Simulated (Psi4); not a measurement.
# QCISD/def2-SVP run of [CuCl2]− (SMILES [Cl][Cu-][Cl])

What is the energy difference between two shapes of [CuCl2]− at QCISD/def2-SVP? 

The calculation is run with Psi4 1.11.

7 further runs of the same task are left out: 3 that didn't finish, 4 set aside as unsound or not needed.

## Step 1: Starting point

[CuCl2]−: 3 atoms, total charge -1, spin state singlet. SMILES: `[Cl][Cu-][Cl]`. The shape comes from GFN2-xTB, which is rough for such elements, and wasn't checked as a minimum.

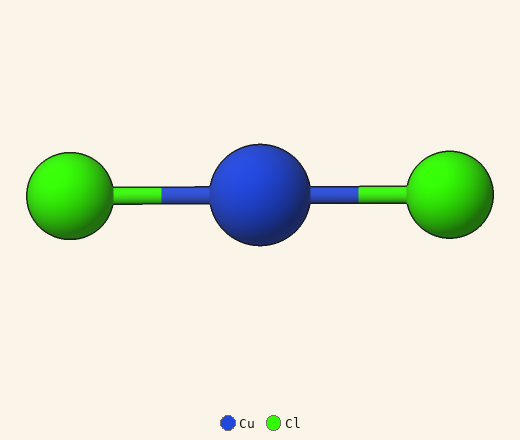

Viewed from a chosen angle; copper blue, chlorine green.

## Step 2: The energy at QCISD/def2-SVP

Input file calc.py:

```python
import psi4

psi4.set_memory(1600000000)
psi4.set_num_threads(1)
psi4.core.set_output_file('psi4.out', False)

m = psi4.geometry("""
-1 1
Cu     0.002530     0.001450     0.000550
Cl    -0.016800    -0.020410     2.083530
Cl     0.014270     0.018960    -2.084090
units angstrom
""")

psi4.set_options(dict(basis='def2-SVP', scf_type='pk', freeze_core=True))

E, wfn = psi4.energy('qcisd', return_wfn=True)
print('E =', round(E, 9))
```

Started as:

```
$ python calc.py
```

psi4.out:

```text
[...]
  Running in cs symmetry.
[...]
  Nuclear repulsion =  287.065732134650261
[...]
  Multiplicity = 1
[...]
  Nalpha       = 32
  Nbeta        = 32
[...]
    Number of basis functions: 67
[...]
   @RHF iter   1: -2555.60030524794820   -1.45429e+00   4.03231e-02 ADIIS/DIIS
[...]
   @RHF iter  15: -2557.58028361536799    4.54747e-13   1.38333e-09 DIIS
[...]
    Orbital Energies [Eh]
    ---------------------
    Doubly Occupied:
       1Ap  -328.592599     2Ap  -104.517434     3Ap  -104.517339
       4Ap   -40.634494     1App  -35.444909     5Ap   -35.444909
       6Ap   -35.442921     7Ap   -10.279980     8Ap   -10.279867
       9Ap    -7.754536    10Ap    -7.754421     2App   -7.753105
      11Ap    -7.753105     3App   -7.752994    12Ap    -7.752994
      13Ap    -4.823085    14Ap    -3.141351    15Ap    -3.133232
       4App   -3.133232    16Ap    -0.814520    17Ap    -0.805243
      18Ap    -0.328941     5App   -0.328941    19Ap    -0.326686
      20Ap    -0.298792     6App   -0.298792    21Ap    -0.232707
      22Ap    -0.222845     7App   -0.222845    23Ap    -0.191669
       8App   -0.190780    24Ap    -0.190779
[...]
  @RHF Final Energy: -2557.58028361536799
   => Energetics <=
    Nuclear Repulsion Energy =            287.0657321346502613
    One-Electron Energy =               -4148.5719376421111519
    Two-Electron Energy =                1303.9259218920929015
    Total Energy =                      -2557.5802836153679891
[...]
 Multipole Moments:
 ------------------------------------------------------------------------------------
     Multipole            Electronic (a.u.)      Nuclear  (a.u.)        Total (a.u.)
 ------------------------------------------------------------------------------------
 L = 1.  Multiply by 2.5417464519 to convert [e a0] to [Debye]
 Dipole X            :         -0.0132758            0.0069311           -0.0063447
 Dipole Y            :          0.0035172           -0.0013152            0.0022020
 Dipole Z            :          0.0000000            0.0000000            0.0000000
 Magnitude           :                                                    0.0067159
[...]
      * MP2 total energy:                  -2558.168604819427
[...]
      * MP3 total energy:                  -2558.129688261631
[...]
      * QCISD total energy:                -2558.160033508552
[...]
```

The script printed:

```text
E = -2558.160033509
```

It took 5.7 s on 1 thread of Intel Xeon Platinum 8259CL at 2.50GHz (Skylake/Cascade Lake), shared host; peak memory 0.24 GiB.

## Step 3: The distorted shape, same level

Input file cl2cu.dat:

```
memory 1.6 GB

molecule geom {
  -1 1
  Cu     0.005817     0.007353    -0.011542
  Cl    -0.042065    -0.026181     2.062189
  Cl     0.019733     0.017303    -2.089955
  units angstrom
}

set basis def2-SVP
set scf_type pk
set freeze_core true

energy("qcisd")
```

Started as:

```
$ psi4 -n 1 cl2cu.dat cl2cu.out
```

cl2cu.out:

```text
[...]
  Running in cs symmetry.
[...]
  Nuclear repulsion =  288.097091472148804
[...]
  Multiplicity = 1
[...]
  Nalpha       = 32
  Nbeta        = 32
[...]
    Number of basis functions: 67
[...]
   @RHF iter   1: -2555.59723867710909   -1.42494e+00   4.03465e-02 ADIIS/DIIS
[...]
   @RHF iter  15: -2557.57922575586736   -9.09495e-13   1.34549e-09 DIIS
[...]
    Orbital Energies [Eh]
    ---------------------
    Doubly Occupied:
       1Ap  -328.592666     2Ap  -104.517431     3Ap  -104.517199
       4Ap   -40.634738     1App  -35.445102     5Ap   -35.445101
       6Ap   -35.443178     7Ap   -10.280096     8Ap   -10.279811
       9Ap    -7.754660    10Ap    -7.754372     2App   -7.753208
      11Ap    -7.753208     3App   -7.752930    12Ap    -7.752930
      13Ap    -4.823257    14Ap    -3.141691    15Ap    -3.133234
       4App   -3.133234    16Ap    -0.815108    17Ap    -0.805537
      18Ap    -0.329703     5App   -0.329696    19Ap    -0.327545
      20Ap    -0.298716     6App   -0.298716    21Ap    -0.232924
      22Ap    -0.223124     7App   -0.223112    23Ap    -0.191048
       8App   -0.190324    24Ap    -0.190316
[...]
  @RHF Final Energy: -2557.57922575586736
   => Energetics <=
    Nuclear Repulsion Energy =            288.0970914721488043
    One-Electron Energy =               -4150.6248072004855203
    Two-Electron Energy =                1304.9484899724693605
    Total Energy =                      -2557.5792257558673555
[...]
 Multipole Moments:
 ------------------------------------------------------------------------------------
     Multipole            Electronic (a.u.)      Nuclear  (a.u.)        Total (a.u.)
 ------------------------------------------------------------------------------------
 L = 1.  Multiply by 2.5417464519 to convert [e a0] to [Debye]
 Dipole X            :         -0.0626143            0.0327620           -0.0298523
 Dipole Y            :          0.0095847           -0.0037095            0.0058751
 Dipole Z            :          0.0000000            0.0000000            0.0000000
 Magnitude           :                                                    0.0304249
[...]
      * MP2 total energy:                  -2558.168066107716
[...]
      * MP3 total energy:                  -2558.128924006218
[...]
      * QCISD total energy:                -2558.159287722232
[...]
```

Wall time 5.7 s (1 thread of Intel Xeon Platinum 8259CL at 2.50GHz (Skylake/Cascade Lake), shared host); peak memory 0.24 GiB.

## Step 4: Results

At QCISD/def2-SVP, 19 core orbitals frozen:

| quantity | value |
| --- | --- |
| first shape: total energy | -2558.16003 Eh |
| first shape: HOMO energy (Hartree–Fock orbitals) | -5.19 eV |
| first shape: LUMO energy (Hartree–Fock orbitals) | 6.27 eV |
| first shape: HOMO–LUMO gap (to an unbound level, set by the basis) | 11.46 eV |
| first shape: correlation energy (19 core orbitals frozen) | -579.7 mEh |
| first shape: T1 diagnostic | 0.029 |
| distorted shape: total energy | -2558.15929 Eh |
| distorted shape: HOMO energy (Hartree–Fock orbitals) | -5.18 eV |
| distorted shape: LUMO energy (Hartree–Fock orbitals) | 6.28 eV |
| distorted shape: correlation energy (19 core orbitals frozen) | -580.1 mEh |
| distorted shape: T1 diagnostic | 0.028 |
| energy change with the atoms displaced | 0.020 eV |

With the atoms displaced the energy rises by 0.02 eV (0.5 kcal/mol). The first shape isn't relaxed at this level, so the change isn't measured from a minimum.
